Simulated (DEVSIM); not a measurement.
Structure: abrupt Si p-n junction, at 350 K.

| layer (left to right) | material | thickness (μm) | Nd (cm⁻³) | Na (cm⁻³) | τn (s) | τp (s) |
|---|---|---|---|---|---|---|
| 1 | Si | 88.0 | - | 1.5e17 | 8.3e-5 | 8.3e-5 |
| 2 | Si | 120 | 2.5e15 | - | 8.3e-5 | 8.3e-5 |

Left contact: ohmic. Right contact: ohmic. Voltage is applied to the left contact. Recombination: SRH at mid-gap, radiative, Auger. Mobility is μmin + (μ − μmin)/(1 + (N/Nref)^α).

This is a model device: material constants are rounded textbook-type values typed into the input, and sizes, dopings and lifetimes were drawn at random. Values at 300 K; Nc and Nv go as T^1.5, mobilities as T to minus their exponent, the gap by Varshni's rule with the affinity fixed.

```csv
parameter,Si
gap (eV),1.124
affinity (eV),4.05
permittivity,11.7
Nc (cm⁻³),2.86e19
Nv (cm⁻³),3.1e19
μn (cm²/Vs),1417
μp (cm²/Vs),470
"μn,min",52
"μp,min",45
"Nref,n",9.7e16
"Nref,p",2.2e17
αn,0.68
αp,0.72
T exponent of μn,2.3
T exponent of μp,2.2
B (cm³/s),4.7e-15
Cn (cm⁶/s),2.8e-31
Cp (cm⁶/s),9.9e-32
Varshni α (eV/K),0.000473
Varshni β (K),636
```

DEVSIM, 1D drift-diffusion, Boltzmann statistics, complete ionisation; no tunnelling, impact ionisation, image-force lowering or self-heating.

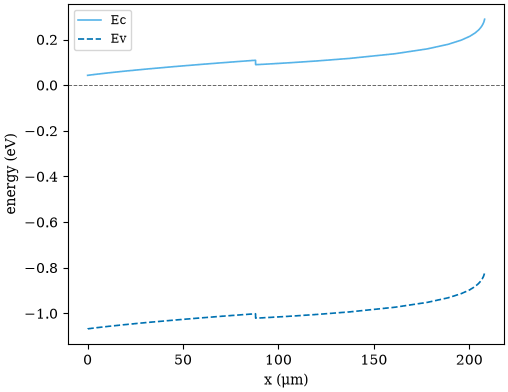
Figure. Band edges at 0.9 V on the left contact

Energies count from the Fermi level of the right contact; mesh points crowd at the junctions.

| x (μm) | Ec (eV) | Ev (eV) | n (cm⁻³) | p (cm⁻³) | field (V/cm) |
|---|---|---|---|---|---|
| 0.000 | 0.043 | -1.068 | 950000 | 1.5e17 | 11 |
| 0.06828 | 0.043 | -1.068 | 1.0e14 | 1.5e17 | 11 |
| 0.3307 | 0.043 | -1.067 | 4.9e14 | 1.5e17 | 11 |
| 1.285 | 0.044 | -1.066 | 1.9e15 | 1.5e17 | 11 |
| 7.856 | 0.051 | -1.060 | 1.0e16 | 1.6e17 | ≈ 0 |
| 30.26 | 0.070 | -1.041 | 3.1e16 | 1.8e17 | ≈ 0 |
| 70.80 | 0.098 | -1.012 | 5.2e16 | 2.0e17 | ≈ 0 |
| 85.04 | 0.107 | -1.003 | 5.8e16 | 2.1e17 | ≈ 0 |
| 87.25 | 0.109 | -1.002 | 5.8e16 | 2.1e17 | ≈ 0 |
| 87.82 | 0.109 | -1.002 | 5.9e16 | 2.1e17 | ≈ 0 |
| 87.97 | 0.109 | -1.002 | 5.9e16 | 2.1e17 | -410 |
| 88.04 | 0.090 | -1.021 | 1.1e17 | 1.1e17 | -200 |
| 88.21 | 0.090 | -1.021 | 1.1e17 | 1.1e17 | ≈ 0 |
| 88.88 | 0.090 | -1.021 | 1.1e17 | 1.1e17 | ≈ 0 |
| 93.44 | 0.092 | -1.019 | 1.1e17 | 1.0e17 | ≈ 0 |
| 108.1 | 0.099 | -1.011 | 9.4e16 | 9.2e16 | ≈ 0 |
| 161.0 | 0.138 | -0.973 | 4.8e16 | 4.5e16 | 10 |
| 195.8 | 0.197 | -0.913 | 1.6e16 | 1.4e16 | 32 |
| 206.0 | 0.252 | -0.858 | 5.7e15 | 3.2e15 | 110 |
| 207.5 | 0.275 | -0.836 | 3.5e15 | 1.0e15 | 220 |
| 207.9 | 0.285 | -0.826 | 2.8e15 | 2.7e14 | 320 |
| 208.0 | 0.289 | -0.822 | 2.5e15 | 5.7e7 | 340 |
